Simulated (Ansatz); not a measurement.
## ZrIr2 (cubic Laves, MgCu2 type), energy over volume and axial ratio

ZrIr2 (cubic Laves, MgCu2 type)

Space group Fd-3m, origin choice 1 (No. 227); a = b = c = 7.3465 Å, α = β = γ = 90.00°

```
atom  site  symmetry       x       y       z
----  ----  --------  ------  ------  ------
Zr      8a      -43m  0.0000  0.0000  0.0000
Ir     16d      .-3m  0.6250  0.6250  0.6250
```
(The calculation used a cell of 6 atoms; values per cell refer to that cell.)

Grid over V/V₀ and (c/a)/(c/a)₀, subscript 0 meaning the relaxed cell; the conventional c axis lies along z; no internal relaxation.

Level of theory: PBEsol (plane waves to 420 eV, PAW, scalar-relativistic; Ansatz, a first-principles code). k mesh 11×11×11 (Γ-centred), Fermi-Dirac smearing 0.05 eV. Energies are smeared free energies. Stress and pressure are positive under compression. With partly filled bands, the response to shear is sensitive to the k mesh, so small differences along c/a are uncertain. Spin-orbit coupling is left out, though Ir is heavy. ZrIr2 is run without spin polarisation. ZrIr2 was relaxed with its symmetry unable to fall. The zero of ΔE is the relaxed starting cell.

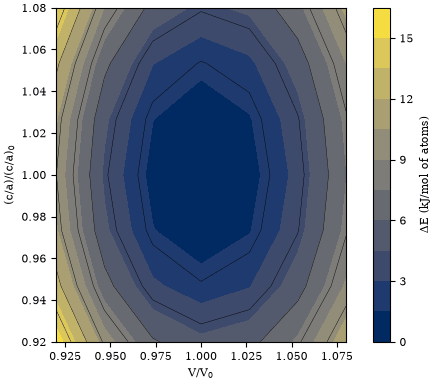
Figure: ΔE (kJ/mol of atoms) over the 7×7 grid of computed points.

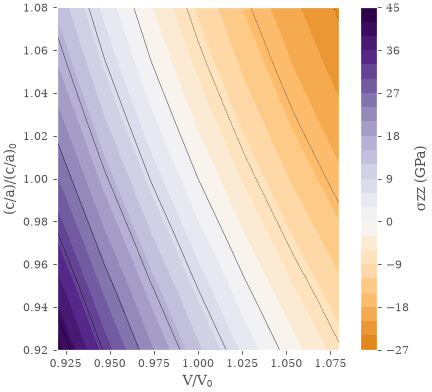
Fig. 1. σzz (GPa) over the 7×7 grid of computed points.

The shear modulus C′ = (C11 − C12)/2 (fit, atoms clamped) comes out as 110 GPa. Lowest place on the grid: V/V₀ = 1.000, (c/a)/(c/a)₀ = 1.000 (0 meV/atom). Highest place on the grid: V/V₀ = 0.920, (c/a)/(c/a)₀ = 0.920 (165 meV/atom).

Near the relaxed cell σzz − σxx = −2Cδ (compression positive), C being this modulus and δ the logarithm of the ratio.

(Under strain, the slope of the energy per volume gives the stress and its curvature an elastic modulus.)
